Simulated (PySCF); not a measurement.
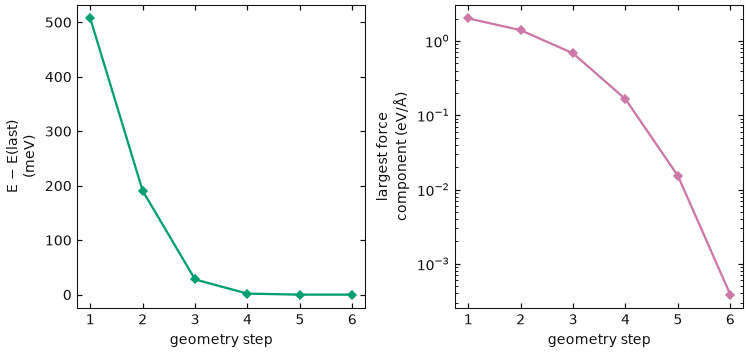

History of a geometry optimisation. The start has point group D∞h, which is kept. A held symmetry can leave a saddle point.

Hf2S molecule; PySCF, RKS-based PBE, S def2-SVP, Hf def2-SVP with ECP60; non-relativistic Hamiltonian with scalar-relativistic core potentials; density fitting.

### How did the optimisation end?

The optimisation met its thresholds at geometry 6, counting the start as the first. The energy fell by about 510 meV from the first step to the last. The largest force component goes from about 2 eV/Å at the start to 4 × 10⁻⁴ eV/Å at the end.
